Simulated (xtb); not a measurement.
Geometry relaxation, with input and output: C$_{2}$H$_{6}$In (part 2 of 4)

Continued. System: C$_{2}$H$_{6}$In, multiplicity 2, SMILES [CH2][InH][CH3]. Method: GFN2-xTB (xtb 6.7.1). 

Geometry of the input (Å):
```
C  -0.4155  0.4419  -2.0477
In 0.7319  0.0632  -0.2721
C  -0.1974  -0.3295  1.6565
H  0.0609  0.5953  -2.9380
H  -1.5771  0.4817  -2.0419
H  2.3443  0.0950  -0.4765
H  -1.3013  -0.3430  1.6670
H  0.0825  -1.4193  2.0734
H  0.0958  0.3680  2.5288
```

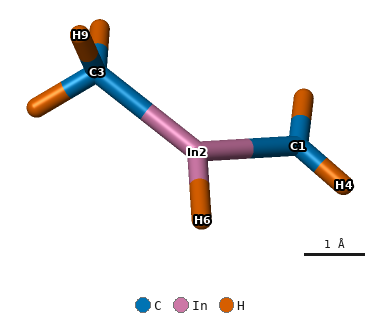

*The structure as given in the input (stick view, seen at a tilt; atoms are numbered from 1 in the order of the input). Sticks mark near contacts.*

## The program's output, continued
```
........................................................................
.............................. CYCLE    8 ..............................
........................................................................

 iter      E             dE          RMSdq      gap      omega  full diag
   1     -8.4984009 -0.849840E+01  0.581E-02    3.05       0.0  T
   2     -8.4984010 -0.870828E-07  0.329E-02    3.05       1.0  T
   3     -8.4984007  0.285018E-06  0.199E-02    3.05       1.7  T
   4     -8.4984011 -0.317434E-06  0.667E-03    3.05       5.0  T
   5     -8.4984011 -0.142031E-07  0.224E-03    3.05      14.9  T
   6     -8.4984011 -0.399977E-08  0.858E-04    3.05      38.9  T
   7     -8.4984011 -0.179670E-09  0.110E-04    3.05     304.1  T
     SCC iter.                  ...        0 min,  0.003 sec
     gradient                   ...        0 min,  0.002 sec
 * total energy  :    -8.4002940 Eh     change       -0.3565176E-05 Eh
   gradient norm :     0.0007714 Eh/α   predicted    -0.3558543E-05 (  -0.19%)
   displ. norm   :     0.0141856 α      lambda       -0.2525406E-05
   maximum displ.:     0.0103968 α      in ANC's #2, #3, #1, ...

........................................................................
.............................. CYCLE    9 ..............................
........................................................................

 iter      E             dE          RMSdq      gap      omega  full diag
   1     -8.4985666 -0.849857E+01  0.412E-02    3.05       0.0  T
   2     -8.4985666 -0.364428E-07  0.233E-02    3.05       1.4  T
   3     -8.4985662  0.403227E-06  0.230E-02    3.05       1.4  T
   4     -8.4985667 -0.469677E-06  0.685E-03    3.05       4.9  T
   5     -8.4985667 -0.257533E-07  0.267E-03    3.05      12.5  T
   6     -8.4985667 -0.501535E-08  0.628E-04    3.05      53.1  T
   7     -8.4985667 -0.207637E-09  0.448E-05    3.05     744.5  T
     SCC iter.                  ...        0 min,  0.003 sec
     gradient                   ...        0 min,  0.002 sec
 * total energy  :    -8.4002963 Eh     change       -0.2281790E-05 Eh
   gradient norm :     0.0003886 Eh/α   predicted    -0.1263184E-05 ( -44.64%)
   displ. norm   :     0.0204323 α      lambda       -0.1423331E-05
   maximum displ.:     0.0158969 α      in ANC's #2, #1, #3, ...

........................................................................
.............................. CYCLE   10 ..............................
........................................................................

 iter      E             dE          RMSdq      gap      omega  full diag
   1     -8.4986891 -0.849869E+01  0.689E-02    3.05       0.0  T
   2     -8.4986891 -0.473853E-07  0.405E-02    3.05       1.0  T
   3     -8.4986891  0.313113E-07  0.929E-03    3.05       3.6  T
   4     -8.4986892 -0.394518E-07  0.367E-03    3.05       9.1  T
   5     -8.4986892 -0.332715E-08  0.931E-04    3.05      35.8  T
   6     -8.4986892 -0.669086E-09  0.505E-04    3.05      66.0  T
     SCC iter.                  ...        0 min,  0.003 sec
     gradient                   ...        0 min,  0.002 sec
 * total energy  :    -8.4002976 Eh     change       -0.1352517E-05 Eh
   gradient norm :     0.0003661 Eh/α   predicted    -0.7112877E-06 ( -47.41%)
   displ. norm   :     0.0230911 α      lambda       -0.9777514E-06
   maximum displ.:     0.0155329 α      in ANC's #2, #1, #3, ...

........................................................................
.............................. CYCLE   11 ..............................
........................................................................

 iter      E             dE          RMSdq      gap      omega  full diag
   1     -8.4986724 -0.849867E+01  0.702E-02    3.05       0.0  T
   2     -8.4986724 -0.858716E-08  0.423E-02    3.05       1.0  T
   3     -8.4986724  0.144051E-07  0.438E-03    3.05       7.6  T
   4     -8.4986724 -0.177746E-07  0.123E-03    3.05      27.1  T
   5     -8.4986724  0.155655E-09  0.870E-04    3.05      38.3  T
   6     -8.4986724 -0.615666E-09  0.160E-04    3.05     208.7  T
     SCC iter.                  ...        0 min,  0.004 sec
     gradient                   ...        0 min,  0.002 sec
 * total energy  :    -8.4002987 Eh     change       -0.1114262E-05 Eh
   gradient norm :     0.0002579 Eh/α   predicted    -0.4898034E-06 ( -56.04%)
   displ. norm   :     0.0328177 α      lambda       -0.9719079E-06
   maximum displ.:     0.0206671 α      in ANC's #2, #1, #3, ...

........................................................................
.............................. CYCLE   12 ..............................
........................................................................

 iter      E             dE          RMSdq      gap      omega  full diag
   1     -8.4986512 -0.849865E+01  0.117E-01    3.05       0.0  T
   2     -8.4986513 -0.512861E-07  0.702E-02    3.05       1.0  T
   3     -8.4986512  0.750755E-07  0.111E-02    3.05       3.0  T
   4     -8.4986513 -0.851952E-07  0.516E-03    3.05       6.5  T
   5     -8.4986513 -0.237219E-08  0.344E-03    3.05       9.7  T
   6     -8.4986513 -0.697139E-08  0.595E-04    3.05      56.0  T
   7     -8.4986513 -0.572324E-10  0.734E-05    3.05     454.0  T
     SCC iter.                  ...        0 min,  0.003 sec
     gradient                   ...        0 min,  0.002 sec
 * total energy  :    -8.4002995 Eh     change       -0.7321436E-06 Eh
   gradient norm :     0.0002499 Eh/α   predicted    -0.4849024E-06 ( -33.77%)
   displ. norm   :     0.0152280 α      lambda       -0.3146042E-06
   maximum displ.:     0.0094560 α      in ANC's #1, #3, #2, ...

........................................................................
.............................. CYCLE   13 ..............................
........................................................................

 iter      E             dE          RMSdq      gap      omega  full diag
   1     -8.4986476 -0.849865E+01  0.487E-02    3.05       0.0  T
   2     -8.4986476 -0.532941E-08  0.295E-02    3.05       1.1  T
   3     -8.4986476  0.164260E-07  0.445E-03    3.05       7.5  T
   4     -8.4986476 -0.161874E-07  0.229E-03    3.05      14.5  T
   5     -8.4986476 -0.324763E-08  0.224E-04    3.05     149.0  T
   6     -8.4986476 -0.113971E-10  0.128E-04    3.05     260.1  T
     SCC iter.                  ...        0 min,  0.003 sec
     gradient                   ...        0 min,  0.002 sec
 * total energy  :    -8.4002997 Eh     change       -0.1901707E-06 Eh
   gradient norm :     0.0001023 Eh/α   predicted    -0.1560953E-06 ( -17.92%)
   displ. norm   :     0.0034025 α      lambda       -0.8488622E-07
   maximum displ.:     0.0019550 α      in ANC's #1, #2, #3, ...

........................................................................
.............................. CYCLE   14 ..............................
........................................................................

 iter      E             dE          RMSdq      gap      omega  full diag
   1     -8.4986493 -0.849865E+01  0.996E-03    3.05       0.0  T
   2     -8.4986493 -0.518657E-09  0.594E-03    3.05       5.6  T
   3     -8.4986493  0.380384E-08  0.207E-03    3.05      16.1  T
   4     -8.4986493 -0.375967E-08  0.877E-04    3.05      38.0  T
   5     -8.4986493 -0.365262E-09  0.370E-04    3.05      90.2  T
     SCC iter.                  ...        0 min,  0.002 sec
     gradient                   ...        0 min,  0.002 sec
 * total energy  :    -8.4002998 Eh     change       -0.1091901E-06 Eh
   gradient norm :     0.0000597 Eh/α   predicted    -0.4334829E-07 ( -60.30%)
   displ. norm   :     0.0125882 α      lambda       -0.1866743E-06
   maximum displ.:     0.0088507 α      in ANC's #1, #3, #2, ...

........................................................................
.............................. CYCLE   15 ..............................
........................................................................

 iter      E             dE          RMSdq      gap      omega  full diag
   1     -8.4986652 -0.849867E+01  0.413E-02    3.05       0.0  T
   2     -8.4986652 -0.271925E-08  0.250E-02    3.05       1.3  T
   3     -8.4986652 -0.109017E-08  0.832E-04    3.05      40.1  T
   4     -8.4986652 -0.633751E-10  0.420E-04    3.05      79.4  T
     SCC iter.                  ...        0 min,  0.002 sec
     gradient                   ...        0 min,  0.002 sec
 * total energy  :    -8.4003000 Eh     change       -0.2032229E-06 Eh
   gradient norm :     0.0000936 Eh/α   predicted    -0.9280234E-07 ( -54.33%)
   displ. norm   :     0.0135149 α      lambda       -0.1229894E-06
   maximum displ.:     0.0089256 α      in ANC's #1, #3, #2, ...

........................................................................
.............................. CYCLE   16 ..............................
........................................................................

 iter      E             dE          RMSdq      gap      omega  full diag
   1     -8.4986593 -0.849866E+01  0.482E-02    3.05       0.0  T
   2     -8.4986593 -0.341062E-08  0.291E-02    3.05       1.1  T
   3     -8.4986593  0.486539E-08  0.272E-03    3.05      12.3  T
   4     -8.4986593 -0.619558E-08  0.107E-03    3.05      31.2  T
   5     -8.4986593 -0.199645E-10  0.630E-04    3.05      52.9  T
   6     -8.4986593 -0.302382E-09  0.873E-05    3.05     382.0  T
     SCC iter.                  ...        0 min,  0.003 sec
     gradient                   ...        0 min,  0.002 sec
 * total energy  :    -8.4003001 Eh     change       -0.1343472E-06 Eh
   gradient norm :     0.0000869 Eh/α   predicted    -0.6224682E-07 ( -53.67%)
   displ. norm   :     0.0087319 α      lambda       -0.5381890E-07
   maximum displ.:     0.0054993 α      in ANC's #3, #1, #2, ...

........................................................................
.............................. CYCLE   17 ..............................
........................................................................

 iter      E             dE          RMSdq      gap      omega  full diag
   1     -8.4986567 -0.849866E+01  0.330E-02    3.05       0.0  T
   2     -8.4986567 -0.145167E-08  0.199E-02    3.05       1.7  T
   3     -8.4986567  0.564628E-08  0.241E-03    3.05      13.8  T
   4     -8.4986567 -0.625305E-08  0.789E-04    3.05      42.3  T
   5     -8.4986567 -0.140920E-09  0.466E-04    3.05      71.6  T
     SCC iter.                  ...        0 min,  0.002 sec
     gradient                   ...        0 min,  0.002 sec
 * total energy  :    -8.4003002 Eh     change       -0.5589773E-07 Eh
   gradient norm :     0.0000512 Eh/α   predicted    -0.2925367E-07 ( -47.67%)
   displ. norm   :     0.0036178 α      lambda       -0.1482790E-07
   maximum displ.:     0.0022162 α      in ANC's #3, #1, #2, ...

   *** GEOMETRY OPTIMIZATION CONVERGED AFTER 17 ITERATIONS ***

------------------------------------------------------------------------
 total energy gain   :        -0.0172037 Eh      -10.7955 kcal/mol
 total RMSD          :         0.1362503 a0        0.0721 Å
 total power (kW/mol):        -2.6569589 (step) -370.5179 (real)
------------------------------------------------------------------------

 ANCopt (total)                0 d,  0 h,  0 min,  0.122 sec
 optimizer setup                ...        0 min,  0.000 sec (  0.088%)
 model hessian                  ...        0 min,  0.000 sec (  0.368%)
 ANC generation                 ...        0 min,  0.000 sec (  0.202%)
 coordinate transformation      ...        0 min,  0.000 sec (  0.167%)
 single point calculation       ...        0 min,  0.114 sec ( 93.135%)
 optimization log               ...        0 min,  0.002 sec (  1.281%)
 hessian update                 ...        0 min,  0.000 sec (  0.214%)
 rational function              ...        0 min,  0.002 sec (  1.568%)

================
 final structure:
================
9
 xtb: 6.7.1
C           -0.44290955371049        0.45031055142483       -2.03354203930585
In           0.70819646809354        0.03494077586033       -0.24433597318494
C           -0.21290919349803       -0.37376392694381        1.73194301976887
H           -0.01196579116969        0.65161289248395       -3.00594001072602
H           -1.52654740967193        0.47240632200130       -2.01953291095875
H            2.43585007059954        0.04131149452896       -0.45522220972032
H           -1.29579971199646       -0.31744717362919        1.61941434350675
H            0.05988166776013       -1.36702199036638        2.08785438653586
H            0.11040345359340        0.36099105463999        2.46897139408446

 Bond Distances (Angstroems)
 ---------------------------
C1-In2=2.1677        C1-H4=1.0825         C1-H5=1.0840         In2-C1=2.1677        In2-C3=2.2184        In2-H6=1.7405
C3-In2=2.2184        C3-H7=1.0902         C3-H8=1.0898         C3-H9=1.0898         H4-C1=1.0825         H5-C1=1.0840
H6-In2=1.7405        H7-C3=1.0902         H8-C3=1.0898         H9-C3=1.0898
 C  H  Rav=1.0872 sigma=0.0033  Rmin=1.0825  Rmax=1.0902     5
 In H  Rav=1.7405 sigma=0.0000  Rmin=1.7405  Rmax=1.7405     1
 In C  Rav=2.1930 sigma=0.0253  Rmin=2.1677  Rmax=2.2184     2

 selected bond angles (degree)
 --------------------
H4-C1-In2=124.45               H5-C1-In2=121.61               H5-C1-H4=113.94                C3-In2-C1=123.38
H6-In2-C1=115.24               H6-In2-C3=121.38               H7-C3-In2=108.12               H8-C3-In2=110.79
H8-C3-H7=109.23                H9-C3-In2=110.80               H9-C3-H7=109.25                H9-C3-H8=108.62

 selected dihedral angles (degree)
 ---------------------------------
C3-In2-C1-H4=180.02           C3-In2-C1-H5=  0.02           H6-In2-C1-H4=  0.00           H6-In2-C1-H5=180.02
H7-C3-In2-C1=359.62           H7-C3-In2-H6=179.62           H8-C3-In2-C1=119.28           H8-C3-In2-H6=299.28
H9-C3-In2-C1=239.92           H9-C3-In2-H6= 59.92
           -------------------------------------------------
          |                Final Singlepoint                |
           -------------------------------------------------

          ...................................................
          :                      SETUP                      :
          :.................................................:
          :  # basis functions                  24          :
          :  # atomic orbitals                  23          :
          :  # shells                           13          :
          :  # electrons                        17          :
          :  max. iterations                   250          :
          :  Hamiltonian                  GFN2-xTB          :
          :  restarted?                      false          :
          :  GBSA solvation                  false          :
          :  PC potential                    false          :
          :  electronic temp.          300.0000000     K    :
          :  accuracy                    1.0000000          :
          :  -> integral cutoff          0.2500000E+02      :
          :  -> integral neglect         0.1000000E-07      :
          :  -> SCF convergence          0.1000000E-05 Eh   :
          :  -> wf. convergence          0.1000000E-03 e    :
          :  Broyden damping             0.4000000          :
          :  net charge                          0          :
          :  unpaired electrons                  1          :
          ...................................................

 iter      E             dE          RMSdq      gap      omega  full diag
   1     -8.4986567 -0.849866E+01  0.695E-05    3.05       0.0  T
   2     -8.4986567 -0.309086E-12  0.442E-05    3.05     753.6  T
   3     -8.4986567 -0.204281E-11  0.243E-05    3.05    1371.2  T

   *** convergence criteria satisfied after 3 iterations ***
```
